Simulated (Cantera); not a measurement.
Charge: 1 mol c-C4F8, 0.023 mol CH4, a varied amount of H2, 0.64 mol HCl, at 1975 °C and 0.000200 bar.

Cantera equilibrium calculation (NASA polynomials, part measured and part estimated; ideal gas, pure solids and liquids). Candidate condensed phases: C, C6H6, C7H8, C8H18; 118 gas species. The feed counts by its element totals alone. The numbers say what is thermodynamically allowed, not how fast it happens.

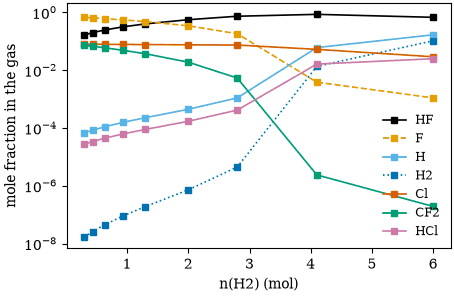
Fig. 1. Equilibrium gas composition (values under 1e-9 drawn at 1e-9)

From 0.3 mol H2 to 6 mol H2 the condensed part is C(graphite). The main C-bearing gas is CF2 at 0.3 mol H2 and C2H2 (acetylene) at 6 mol H2. The share of C in condensed phases is highest at 4.1 mol H2 (99.9 %) and lowest at 0.3 mol H2 (83.5 %).
